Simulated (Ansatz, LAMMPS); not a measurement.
# Structural relaxation of amorphous 46SiO2-54Al2O3 (mol %) (114 atoms), part 2 of 4

Aim: bring amorphous 46SiO2-54Al2O3 (mol %) (114 atoms) to a nearby minimum of the energy and see what moves.

Ansatz 0.2.0; Kohn-Sham DFT, PBE, PAW (set soft_2), plane waves.

The cell: 13 Si, 30 Al and 71 O. The quench rate of 50 K/ps is many orders above laboratory rates. The network of bonds at the start is that of the classical potential that made the cell. Only the Γ point is sampled in the main run, in a cell whose shortest periodic width is 11 Å.

So far. Step 3 (Single point at the start): Neighbours are counted within 2.27 Å (O-Al), 2.12 Å (O-Si).

**4. Cell and atoms relaxed**

Cell and atoms are freed together, to release stress as well as forces.

input.yaml

```yaml
crystal:
  lattice:
    - [11.2458, 0.0, 0.0]
    - [0.0, 11.2458, 0.0]
    - [0.0, 0.0, 11.2458]
  atoms:
    [... the 114 atom lines of step 3 ...]
kpoints:
  mp_grid: { grid: [1, 1, 1] }
hamiltonian:
  xc: pbe
scf:
  occupations: { method: fermi_dirac, width: 0.025 }
output:
  forces: true
relax:
  f_tol: 0.04
  max_steps: 250
  cell: {}
```

Started as:

```console
$ ansatz run input.yaml --threads 4 --pin off --max-ram 8192MiB --backend cpu --events-out ev --progress --plain --runs-dir out
```

Numbers of over 12 decimals in the logs are rounded to 6 here.

The log of the run:

```text
[...]
Crystal: 114 atoms, lattice volume = 1422.234 Å³
Basis set: ecut = 420 eV, 27825 PW (Γ), exchange–correlation on 160×160×160 points (8 copies of the dense FFT grid, shifted against one another)
Bands: 398, of which v1, the nominal top of the filled ones, is band 284 counted from 1 (283 counted from 0)
Symmetry: 1 space group operations
[...]
k-points: 1
[...]
SCF iter   1: F=—  HF=-64815.851251 eV  |F-HF|=—  |Δ(HF+E_count)|=         —  Δρ=2.36e-3  dr2=1.79e-1  ethr=1.77e-3  ⟨swp⟩=6.0  Hψ=1783  notcnv=0  defer=54
[...]
SCF iter   9: F=-64815.817909 eV  HF=-64815.817909 eV  |F-HF|=1.15e-8  |Δ(HF+E_count)|=   6.78e-8  Δρ=2.70e-6  dr2=9.02e-8  ethr=1.76e-11  ⟨swp⟩=3.0  Hψ=1293  notcnv=0
SCF 1 converged in 9 iterations: F = -64815.817909 eV  dr2 = 9.02e-8
[...]
relax step   1: F+E_penalty+E_count = -64815.81790944 eV  Δ(F+E_penalty+E_count) = +0.000e0 eV  max|allowed force component| = 1.641e0 eV/Å  Δτ_max = 0.0000 Å  P = +4.516 GPa  Ω = 1422.234 Å³  (9 SCF iters, dr2 threshold 1.00e-7 eV, accepted)
[... from here on, the SCF cycles and remarks between the steps are left out ...]
relax step   2: F+E_penalty+E_count = -64817.35781619 eV  Δ(F+E_penalty+E_count) = -1.540e0 eV  max|allowed force component| = 1.067e0 eV/Å  Δτ_max = 0.0676 Å  P = +2.449 GPa  Ω = 1432.876 Å³  energy of the carried Pulay correction = -3.900e-2 eV  (7 SCF iters, dr2 threshold 1.14e-5 eV, accepted)
relax step   3: F+E_penalty+E_count = -64818.50569766 eV  Δ(F+E_penalty+E_count) = -1.148e0 eV  max|allowed force component| = 4.351e-1 eV/Å  Δτ_max = 0.1034 Å  P = -0.494 GPa  Ω = 1442.763 Å³  energy of the carried Pulay correction = -7.496e-2 eV  (7 SCF iters, dr2 threshold 1.14e-5 eV, accepted)
relax step   4: F+E_penalty+E_count = -64818.90774502 eV  Δ(F+E_penalty+E_count) = -4.020e-1 eV  max|allowed force component| = 5.980e-1 eV/Å  Δτ_max = 0.2000 Å  P = +0.113 GPa  Ω = 1424.266 Å³  energy of the carried Pulay correction = -7.467e-3 eV  (7 SCF iters, dr2 threshold 1.14e-5 eV, accepted)
relax step   5: F+E_penalty+E_count = -64818.98148636 eV  Δ(F+E_penalty+E_count) = -7.374e-2 eV  max|allowed force component| = 1.783e-1 eV/Å  Δτ_max = 0.2000 Å  P = -0.056 GPa  Ω = 1425.551 Å³  energy of the carried Pulay correction = -1.218e-2 eV  (7 SCF iters, dr2 threshold 1.14e-5 eV, accepted)
relax step   6: F+E_penalty+E_count = -64818.98435548 eV  Δ(F+E_penalty+E_count) = -2.869e-3 eV  max|allowed force component| = 1.625e-1 eV/Å  Δτ_max = 0.2000 Å  P = +0.097 GPa  Ω = 1422.235 Å³  energy of the carried Pulay correction = -2.792e-6 eV  (8 SCF iters, dr2 threshold 1.99e-6 eV, rejected (line search))
relax step   7: F+E_penalty+E_count = -64819.00720529 eV  Δ(F+E_penalty+E_count) = -2.572e-2 eV  max|allowed force component| = 5.450e-2 eV/Å  Δτ_max = 0.1000 Å  P = -0.003 GPa  Ω = 1425.480 Å³  energy of the carried Pulay correction = -1.192e-2 eV  (12 SCF iters, accepted)
relax step   8: F+E_penalty+E_count = -64819.01155304 eV  Δ(F+E_penalty+E_count) = -4.348e-3 eV  max|allowed force component| = 4.913e-2 eV/Å  Δτ_max = 0.0601 Å  P = -0.008 GPa  Ω = 1425.666 Å³  energy of the carried Pulay correction = -1.261e-2 eV  (8 SCF iters, dr2 threshold 1.86e-7 eV, accepted)
relax step   9: F+E_penalty+E_count = -64819.01374070 eV  Δ(F+E_penalty+E_count) = -2.188e-3 eV  max|allowed force component| = 1.205e-2 eV/Å  Δτ_max = 0.0137 Å  P = +0.001 GPa  Ω = 1425.317 Å³  energy of the carried Pulay correction = -1.133e-2 eV  (7 SCF iters, dr2 threshold 1.51e-7 eV, accepted)
relax step  10: F+E_penalty+E_count = -64819.05476908 eV  Δ(F+E_penalty+E_count) = -4.103e-2 eV  max|allowed force component| = 1.210e-2 eV/Å  Δτ_max = 0.0000 Å  P = +0.048 GPa  Ω = 1425.317 Å³  stress off target by 2.47e-1 GPa  SCF on the basis re-selected at this cell (its energy is not comparable with the rows above)  (7 SCF iters)
relax step  11: F+E_penalty+E_count = -64819.05031560 eV  Δ(F+E_penalty+E_count) = +4.453e-3 eV  max|allowed force component| = 6.479e-2 eV/Å  Δτ_max = 0.1817 Å  P = -0.030 GPa  Ω = 1426.479 Å³  energy of the carried Pulay correction = -4.991e-3 eV  (9 SCF iters, dr2 threshold 1.53e-7 eV, accepted)
relax step  12: F+E_penalty+E_count = -64819.05275787 eV  Δ(F+E_penalty+E_count) = -2.442e-3 eV  max|allowed force component| = 8.479e-2 eV/Å  Δτ_max = 0.0617 Å  P = -0.028 GPa  Ω = 1426.279 Å³  energy of the carried Pulay correction = -4.260e-3 eV  (7 SCF iters, dr2 threshold 2.62e-7 eV, accepted)
relax step  13: F+E_penalty+E_count = -64819.05622444 eV  Δ(F+E_penalty+E_count) = -3.467e-3 eV  max|allowed force component| = 1.121e-2 eV/Å  Δτ_max = 0.0288 Å  P = -0.007 GPa  Ω = 1426.040 Å³  energy of the carried Pulay correction = -3.276e-3 eV  (7 SCF iters, dr2 threshold 4.49e-7 eV, accepted)
relax step  14: F+E_penalty+E_count = -64819.05706197 eV  Δ(F+E_penalty+E_count) = -8.375e-4 eV  max|allowed force component| = 1.112e-2 eV/Å  Δτ_max = 0.0000 Å  P = -0.006 GPa  Ω = 1426.040 Å³  stress off target by 3.79e-2 GPa  SCF on the basis re-selected at this cell (its energy is not comparable with the rows above)  (6 SCF iters)
[...]
SCF converged after 6 iterations
Free energy (F): -64819.057062 eV
[...]
Internal energy: -64819.057062 eV  (E = F + TS)
E sigma→0 (E₀):  -64819.057062 eV
Fermi energy:    5.570476 eV
[...]
--- Forces (eV/Å), atoms counted from 1 ---
  atom   1  Si     0.00901290     0.00276865     0.01112003
  atom   2  Si    -0.00785348    -0.00680072    -0.00506569
  atom   3  Si     0.00542207     0.00151769     0.00613029
  atom   4  Si    -0.00216419     0.00366285     0.00268582
  atom   5  Si    -0.00287813    -0.00059763    -0.00589331
  atom   6  Si    -0.00608931     0.00282019     0.00107113
  atom   7  Si     0.00388247     0.00290578    -0.00211461
  atom   8  Si    -0.00106903     0.00127779    -0.00471432
  atom   9  Si    -0.00115250    -0.00060048     0.00200056
  atom  10  Si     0.00108248    -0.00143339    -0.00406143
  atom  11  Si     0.00401476    -0.00469142    -0.00070914
  atom  12  Si    -0.00504973    -0.00314618     0.00372971
  atom  13  Si    -0.00312151    -0.00737130    -0.00732228
  atom  14  Al     0.00359679     0.00429110     0.00138405
[...]
atom 113  O     -0.00012850    -0.00119305     0.00464415
  atom 114  O      0.00429024     0.00028966     0.00140788
  max |Σ_I F_I| component: 8.81e-5 eV/Å
--- Stress (GPa, compression-positive) ---
       -0.003778      -0.005839       0.018474
       -0.005818       0.009403      -0.015219
        0.018471      -0.015212      -0.024732
  P = ⅓ Tr σ = -0.0064 GPa (-0.064 kbar)
--- Relaxed structure (12 steps of the walk, 11 accepted, 2 SCFs on fresh bases) ---
  F+E_penalty+E_count = -64819.05706197 eV   max|allowed force component| = 1.112e-2 eV/Å   (the final SCF, on the basis selected at the relaxed cell)
  cell:  # Å, volume = 1426.0403 Å³
    - [11.250301, -0.099461, 0.062302]
    - [-0.099461, 11.471739, -0.062444]
    - [0.062302, -0.062444, 11.050918]
  atoms:
    - { symbol: Si, position: [0.765266, 0.577549, 0.294950] }
    - { symbol: Si, position: [0.642759, 0.157909, 0.467919] }
    - { symbol: Si, position: [0.065814, 0.175666, 0.805706] }
    - { symbol: Si, position: [0.789760, 0.978099, 0.082985] }
[...]
- { symbol: O, position: [0.614445, 0.634899, 0.753909] }
```

Elapsed: 2.9 min, on 4 threads of Arm Neoverse V2, shared host; peak memory 1.9 GiB.

Step by step:

```
step  energy less that of the first step (eV)  largest force component (eV/Å)  pressure (GPa)  volume (Å³)
   1                                   0.0000                          1.6407            4.52      1422.23
   2                                  -1.5399                          1.0670            2.45      1432.88
   3                                  -2.6878                          0.4351           -0.49      1442.76
   4                                  -3.0898                          0.5980            0.11      1424.27
   5                                  -3.1636                          0.1783           -0.06      1425.55
   6                                  -3.1664                          0.1625            0.10      1422.23
   7                                  -3.1893                          0.0545            0.00      1425.48
   8                                  -3.1936                          0.0491           -0.01      1425.67
   9                                  -3.1958                          0.0121            0.00      1425.32
 10*                                  -3.2369                          0.0121            0.05      1425.32
  11                                  -3.2324                          0.0648           -0.03      1426.48
  12                                  -3.2348                          0.0848           -0.03      1426.28
  13                                  -3.2383                          0.0112           -0.01      1426.04
 14*                                  -3.2392                          0.0111           -0.01      1426.04
```

Relaxation steps marked * repeat the geometry before them on a plane-wave basis chosen anew for their cell, so energy and pressure can jump there. Relaxation step 6 was tried and not accepted.

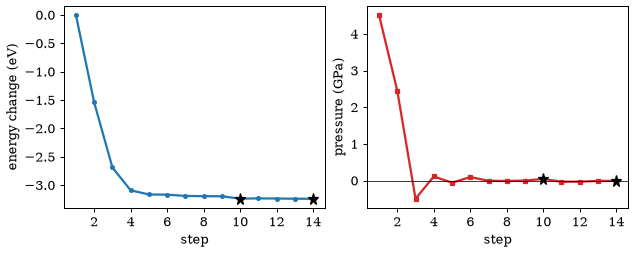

Energy and pressure along the relaxation. Stars mark steps on a basis chosen anew.

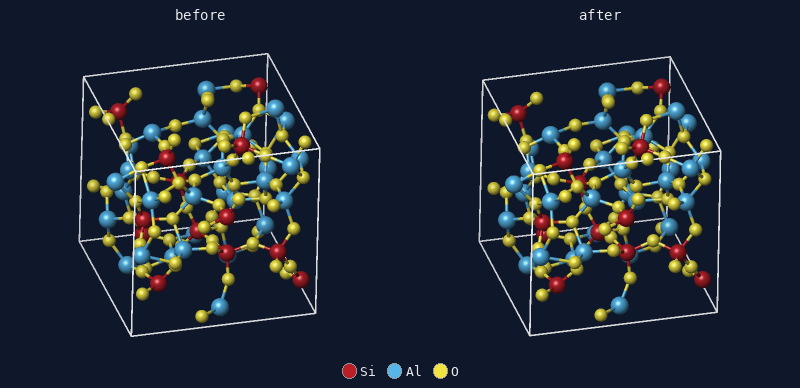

Before and after, at one scale. Bonds to atoms that aren't drawn are left out.

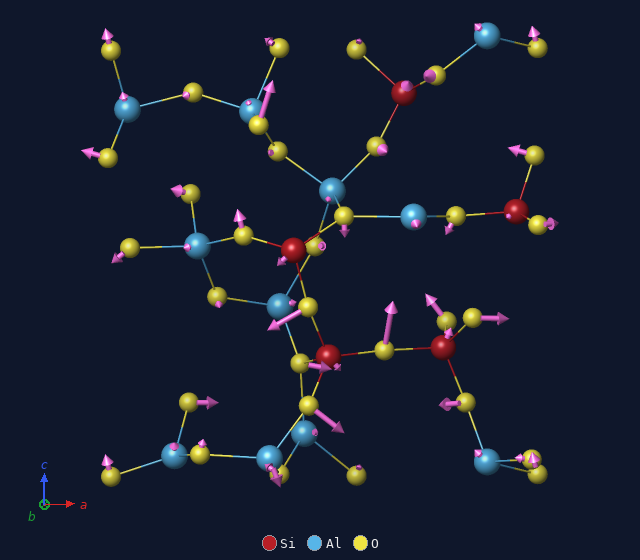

Displacements in the relaxation, exaggerated, measured against the changing cell; the longest in the cell stands for 0.33 Å. Drawn is a slice 4 Å thick, seen along the normal of the ac plane.

```
     cell as run  before   after  change
           a (Å)  11.246  11.251  +0.0 %
           b (Å)  11.246  11.472  +2.0 %
           c (Å)  11.246  11.051  -1.7 %
           α (°)   90.00   90.64  +0.7 %
           β (°)   90.00   89.36  -0.7 %
           γ (°)   90.00   91.00  +1.1 %
volume (Å³/atom)   12.48   12.51  +0.3 %
```

The atoms that moved most (Å, as changes of fractional coordinates times the final cell):

```
atom      dx      dy      dz  length
 O76   0.040  -0.140   0.301   0.334
 O64   0.077  -0.037   0.256   0.270
 O72  -0.230  -0.017  -0.127   0.264
 O57   0.198  -0.002  -0.155   0.252
 O82   0.161   0.082  -0.147   0.233
 O74  -0.168   0.107   0.094   0.220
 O51   0.022  -0.034  -0.199   0.204
O105   0.196   0.029  -0.010   0.199
```

The relaxation changed the energy by -28.4 meV/atom, and atoms moved by 0.12 Å r.m.s., 0.33 Å at most.

**5. Structure statistics after relaxation**

Bonds before and after, by the cutoffs listed below:

```
pair  bonds before  bonds after  mean before (Å)  mean after (Å)  spread before (Å)  spread after (Å)
O-Al           128          130            1.816           1.830              0.137             0.108
O-Si            52           52            1.623           1.643              0.050             0.046
```

Density 2.69 g/cm³, 12.51 Å³ an atom.

Pair distribution functions g(r), in bins of 0.2 Å:

```
r (Å)  total   O-O  O-Al   O-Si  Al-Al  Al-Si  Si-Si
 1.50   0.21  0.00  0.00   1.49   0.00   0.00   0.00
 1.70   3.03  0.00  4.75  10.34   0.00   0.00   0.00
 1.90   1.67  0.00  5.10   0.00   0.00   0.00   0.00
 2.10   0.18  0.00  0.56   0.00   0.00   0.00   0.00
 2.30   0.02  0.00  0.05   0.00   0.00   0.00   0.00
 2.50   0.40  0.99  0.00   0.00   0.19   0.00   0.00
 2.70   1.42  3.24  0.11   0.00   1.72   0.20   0.00
 2.90   1.29  2.66  0.28   0.14   1.36   0.85   0.76
 3.10   1.17  1.21  0.59   0.31   3.39   3.17   3.49
 3.30   1.03  0.92  0.75   0.73   2.20   2.56   1.27
 3.50   0.83  0.50  1.07   1.16   1.46   0.36   0.00
 3.70   0.74  0.53  1.03   1.08   0.47   0.21   0.00
 3.90   0.97  0.62  1.44   1.21   0.50   0.95   0.00
 4.10   1.20  0.56  1.81   2.08   0.45   0.69   1.19
 4.30   1.10  0.67  1.62   1.63   0.20   0.71   1.41
 4.50   0.99  0.74  1.17   1.25   0.94   0.87   1.66
 4.70   1.05  1.22  0.85   1.14   0.68   1.46   0.60
 4.90   0.99  1.42  0.64   0.36   1.00   1.21   2.25
 5.10   1.10  1.47  0.69   0.90   0.88   1.56   1.54
 5.30   1.05  1.38  0.78   0.59   1.44   1.08   0.71
```

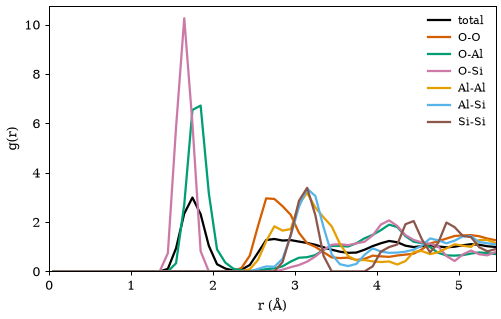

Pair distribution functions, lightly smoothed.

Bonds by pair of elements; cutoffs follow the first minimum of g(r), held within bounds set by covalent radii, and pairs that aren't listed don't count as bonded:

```
pair A-B  cutoff (Å)  bonds  mean length (Å)  spread (Å)  shortest (Å)  B about A  A about B
    O-Al        2.49    130             1.83       0.108          1.69       1.83       4.33
    O-Si        2.12     52             1.64       0.046          1.58      0.732          4
```

How many atoms have how many bonded neighbours:

```
element  mean   2   3   4  5  6
     Al  4.33   0   0  21  8  1
      O  2.56  34  34   3  0  0
     Si     4   0   0  13  0  0
```

Bond angles (no mean is given where the spread exceeds 20°):

```
  angle  count  mean (°)  spread (°)
 O-Al-O    221       108        19.7
Al-O-Al     97       114          19
 O-Si-O     78       109         5.4
Al-O-Si     49       134          19
Si-O-Si      8       147        15.3
```

Oxygen atoms by the number of network formers (Si, P, Ge, B, Al, As, Ga) bound to them:

```
network formers bound to O  O atoms  per cent
                         0        0         0
                         1        0         0
                         2       34      47.9
                         3       34      47.9
                         4        3       4.2
```

Network units: each former by its oxygen neighbours and how many of them bridge to another former:

```
former  O neighbours  bridging O  atoms
    Si             4           4     13
    Al             4           4     21
    Al             5           5      8
    Al             6           6      1
```

Bond length by coordination (bonds to H left out):

```
element  coordination  atoms  mean bond length (Å)
     Al             4     21                  1.79
     Al             5      8                  1.90
     Al             6      1                  1.95
      O             2     34                  1.67
      O             3     34                  1.83
      O             4      3                  1.95
```

Rings of the network by King's shortest-path rule, up to 12 atoms, one path for each pair of neighbours; H, halogens, alkali and alkaline-earth atoms are left out, and the last column divides by all other atoms, bonded or not:

```
ring size (atoms)  rings  per network atom
                4     20             0.175
                6     26             0.228
                8     55             0.482
               10     46             0.404
               12     17             0.149
```

First main peaks of g(r), for some of the pairs, lie near 2.7 Å (O-O), 1.8 Å (O-Al), 1.6 Å (O-Si), 3.2 Å (Al-Si) and 3.1 Å (Si-Si). With the cutoffs above, 70 % of Al atoms have 4, 48 % of O atoms have 2 and as many 3 and all Si atoms have 4 bonded neighbours. 48 % of the oxygens bridge two formers (Si and Al) and 0 % are non-bridging; 48 % join three; 4 % join four. The commonest Al unit has 4 oxygens, 4 of them shared with other formers (21 of 30 atoms). Rings of 8 atoms are the most common (34 % of those counted); sizes run from 4 to 12, where the search stops.

(Part 2 of 4 ends here.)

[Logs are printed without paths, hosts, clocks, repeated set-up lines and the standing remarks that a program may print on its own settings, such as how far it seeks lower states.]

[Hosts, paths, dates, database ids (printed as entryN), source tags and the programs' standing remarks are cut or masked in the printed files.]
